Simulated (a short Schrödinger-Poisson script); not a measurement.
Structure: symmetric double-gate stack, SiO2 on p-type GaAs, at 300 K.

| layer | material | thickness (nm) | Na (cm⁻³) |
|---|---|---|---|
| 1 | SiO2 | 3.5 | - |
| 2 | GaAs | 8 | 8e16 |
| 3 | SiO2 | 3.5 | - |

The device is made up for the run: typed textbook-type constants, with dimensions and the other settings drawn at random. SiO2: permittivity 3.9, conduction-band edge (eV) 3.17, gap (eV) 9, electron mass (mₑ) 0.5. GaAs: permittivity 12.9, conduction-band edge (eV) 0, gap (eV) 1.424, Nv at 300 K (cm⁻³) 9e18.

Channel valleys (confinement mass, in-plane density-of-states mass, number): Γ 0.067, 0.067, 1. At the gates, both at one voltage, the conduction-band edge of layer 1 lies 3.48 eV − eVg above the Fermi level of the channel. Gaps are held at their typed values at every temperature. Mesh 0.03 nm at interfaces.

From a short Schrödinger-Poisson script (our own, NumPy): 1D Poisson equation in equilibrium, electrons quantum, Hartree (BenDaniel-Duke, 12 states a valley, the channel's in-plane mass for all, wave functions ending at the dielectric), parabolic valleys, classical holes, full ionisation, no traps, pinning or gate leakage.

Only gate voltages with over 1e8 electrons/cm² are shown.

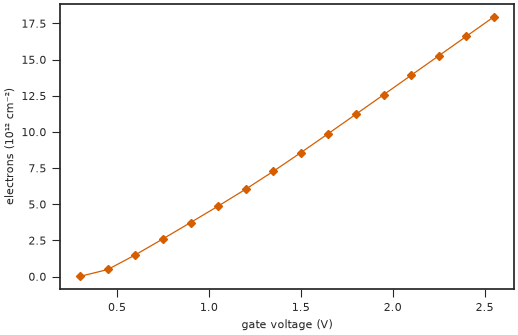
Sheet density against gate voltage

```csv
Vg (V),electrons (cm⁻²),C (μF/cm²),Γ E0 (meV),Γ E1 (meV)
0.3,1.24e10,0.0742,104.9,367.8
0.45,4.86e11,0.941,1.1,262.3
0.6,1.50e12,1.16,-50.1,207.6
0.75,2.61e12,1.20,-92.3,161.5
0.9,3.73e12,1.21,-132.9,117.1
1.05,4.87e12,1.23,-172.4,73.8
1.2,6.04e12,1.28,-209.4,33.2
1.35,7.27e12,1.35,-240.9,-1.9
1.5,8.56e12,1.40,-267.6,-31.8
1.65,9.89e12,1.42,-291.7,-59.1
1.8,1.12e13,1.43,-314.7,-85.3
1.95,1.26e13,1.44,-337.5,-111.1
2.1,1.39e13,1.44,-360.1,-136.8
2.25,1.53e13,1.44,-382.7,-162.4
2.4,1.66e13,1.44,-405.3,-187.9
2.55,1.80e13,1.44,-427.9,-213.5
```

Subbands count from the Fermi level. The capacitance is that of both gates.

Above a few 1e12 electrons/cm² a light Γ valley is non-parabolic and upper valleys begin to fill, which the model leaves out.
